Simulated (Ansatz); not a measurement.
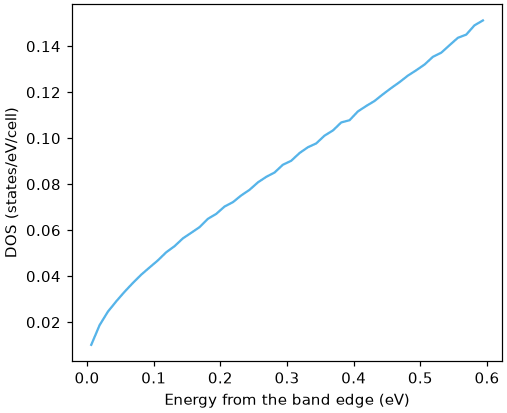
Figure: Density of states of MgSe (Fm-3m) above the conduction band minimum, PBEsol, rigid bands in Ansatz (a program for electronic structure); cell volume 40.5 Å³.

Q: What effective density of states at 300 K does this give (∫ g(E) exp(−E/k_BT) dE, both spins, divided by the cell's size)?

A: 1.3e19 cm⁻³, a density-of-states mass of 0.63 mₑ, valleys and band degeneracy included.

Spin-orbit coupling is left out. Geometry: cell and atoms relaxed with PBEsol.
